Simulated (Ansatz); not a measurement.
A computed series for Y: response to strain

Base system: Y in the hcp (Mg type) structure (space group P6_3/mmc, No. 194; a = 3.652 Å, c = 5.703 Å; relaxed with 0.1 eV smearing).

Strains are applied to the cell and any free atomic positions relax.

Calculations: Kohn–Sham DFT with the PBE functional, run in Ansatz (a program for electronic structure) with PAW and 420 eV plane waves, no spin-orbit coupling, earlier PAW set.

Notes on the quantities. pressure: mean of the normal stresses, compression positive.

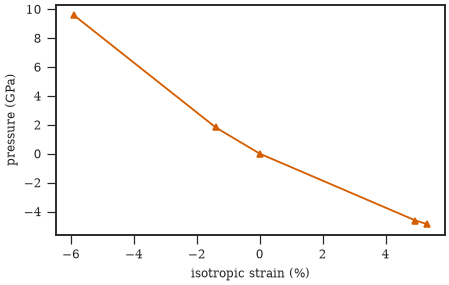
Fig. 1. Pressure against isotropic strain

### Question
From the plot, what is the pressure for isotropic strain +4.95 %?

### Answer
About -5 GPa.

### Question
Is the trend monotonic over the range shown?

### Answer
Yes, it falls throughout, spanning -4.9 GPa to 9.6 GPa.

No phonon test of stability was made. All final runs are without spin polarisation.
